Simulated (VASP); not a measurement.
Band structure of MgSn (space group R-3m). All values below come from PBEsol GGA, VASP's PBE PAW potentials (set 64) (plane waves; VASP).

Unless said otherwise, spin-orbit coupling is left out, though it shifts the bands of the heavy elements here.

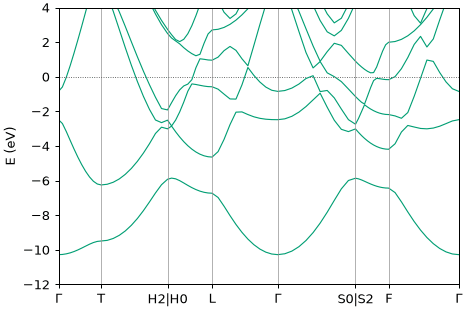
*Bands along high-symmetry lines, zero at the valence-band maximum or, without a gap, the Fermi level*

Question: Read the plot: is there a gap, and where are the band edges?

Answer: It has no gap at this level: it comes out as a metal or semimetal. (Edges off the drawn lines would not show.)

The structure comes from a computed database's MgSn entry (R-3m); how it stands against other phases isn't given here. It was relaxed first.
